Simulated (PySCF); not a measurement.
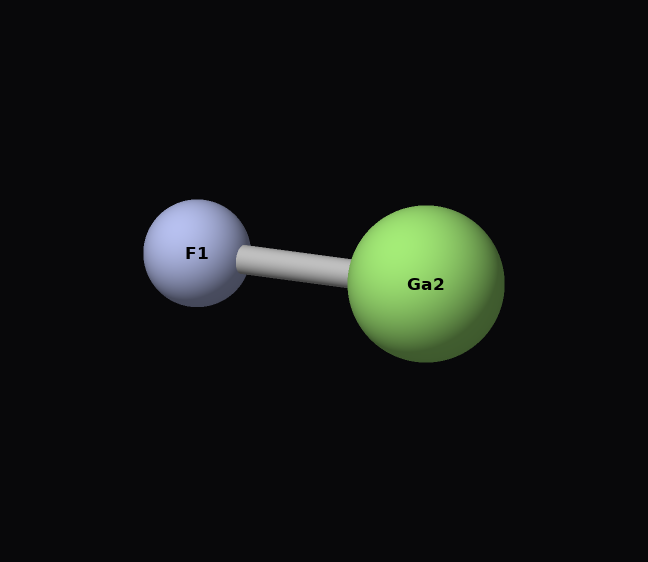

The computed structure is the end point of a PBE0-D3(BJ)/def2-SVP optimisation. No frequency run is at hand to confirm it as a minimum. Properties computed with delta-SCF UKS SCAN, pcX-2 on the ionised atom, pcseg-1 elsewhere, spin-free X2C (PySCF 2.14.0).

Give the core-electron binding energies (to vacuum) of F1 1s.

| atom | level | binding energy (eV) |
| --- | --- | --- |
| F1 | 1s | 690.4 |
